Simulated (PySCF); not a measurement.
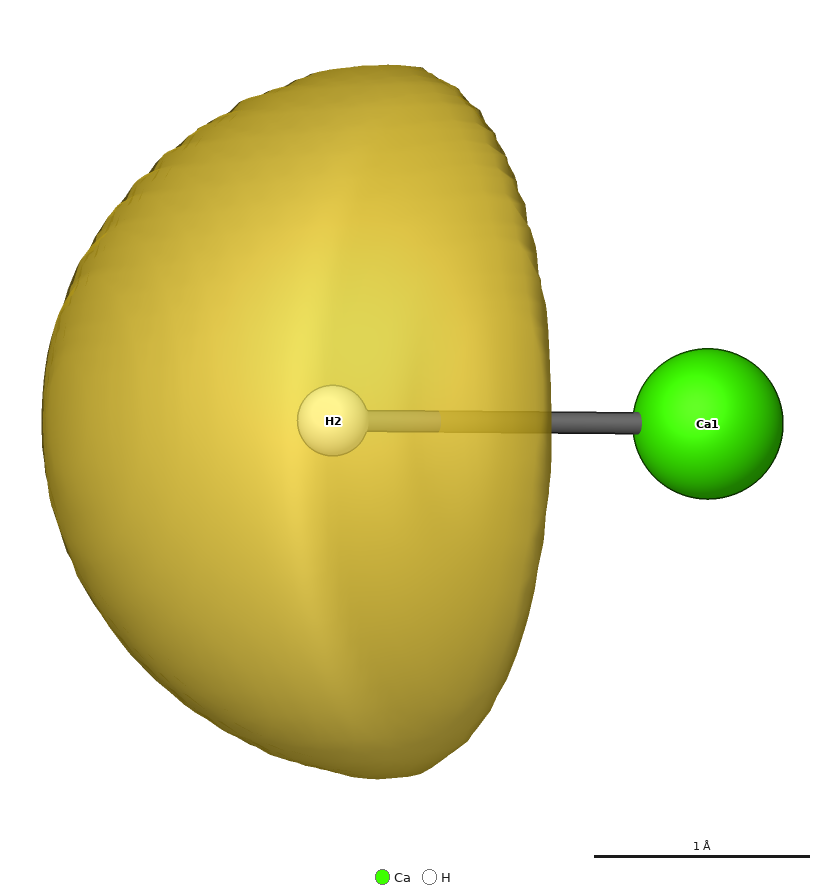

Figure 1: CaH (charge +1). Isosurface of the ELF at 0.8 (yellow), seen from one side. Only the valence region is drawn (cores and ρ < 0.01 e/Å³ removed).

Method: PySCF, PBE0/aug-pcseg-1, non-relativistic, at a bond length of 1.873 Å.

```xyz
2

Ca    0.0000    0.0000   -0.0461
H     0.0000    0.0000    1.8269
```

Where are the electrons localised?

The surface consists of one region around a hydrogen nucleus. Profiles from the grid: Ca–H (1.87 Å): the ELF climbs to about 1 towards the hydrogen.
